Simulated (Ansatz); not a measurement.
# C2F4O: basis-set convergence

Aim: see how fast density functionals converge with the basis set for C2F4O.

The runs use Ansatz 0.2.0, Gaussian basis; one geometry, several basis sets.

Plan: PBE0-D4/def2-SVP; ωB97M-V/def2-SVP; PBE0-D4/def2-QZVPP; ωB97M-V/def2-QZVPP; the functionals' def2-TZVPP values are taken from earlier runs.

**1. Structure used throughout**

All runs share one geometry, relaxed beforehand with PBE0-D4 in a triple-zeta def2 set.

7 atoms, charge 0, spin multiplicity 1.

Atoms are counted from 1 here; the program's logs count them from 0.

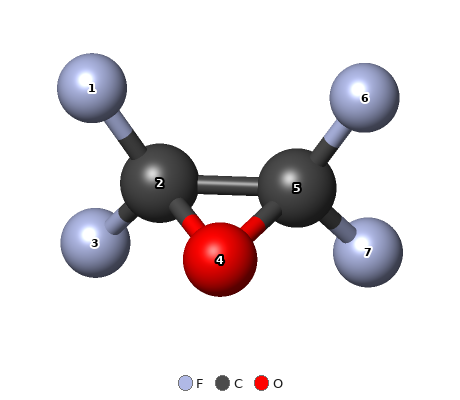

The structure; fluorine light blue, carbon dark grey, oxygen red; atoms are numbered from 1 in the order of the file.

**2. PBE0-D4 in def2-SVP**

The input, in.yaml:

```yaml
crystal:
  periodic: [false, false, false]
  atoms:
    - {symbol: F, position_ang: [-0.308058, -1.170472, 1.357953]}
    - {symbol: C, position_ang: [-0.119923, -0.707212, 0.138730]}
    - {symbol: F, position_ang: [-0.611672, -1.552368, -0.744673]}
    - {symbol: O, position_ang: [1.144563, -0.197788, -0.136382]}
    - {symbol: C, position_ang: [0.080193, 0.697284, -0.145254]}
    - {symbol: F, position_ang: [0.089851, 1.622257, 0.793280]}
    - {symbol: F, position_ang: [-0.213754, 1.240398, -1.309353]}
basis:
  gaussian: {orbitals: def2-SVP}
hamiltonian: {xc: pbe0, dispersion: d4}
output: {orbitals: {seedname: orbitals}}
```

The run is started by

```sh
> ansatz run in.yaml --threads 4 --pin off --events-out ev --progress --plain --max-ram 10444MiB
```

The runs that follow: ωB97M-V in def2-SVP; PBE0-D4 in def2-QZVPP; ωB97M-V in def2-QZVPP.

**Question.** What will the summary of the whole plan be? Wanted: PBE0-D4: double and triple zeta above quadruple; ωB97M-V: double and triple zeta above quadruple.

The runs gave:

| quantity | value |
| --- | --- |
| PBE0-D4: double and triple zeta above quadruple | 18.70, 0.75 eV |
| ωB97M-V: double and triple zeta above quadruple | 18.99, 0.70 eV |

What this shows: For PBE0-D4 the step from double to triple zeta gains 17.95 eV and the next only 0.75 eV. Total energies overstate the basis error of differences, where much of it tends to cancel. The LUMO of ωB97M-V is positive and keeps falling with the basis (5.36 to 2.97 eV): an unbound level that the basis holds in place.
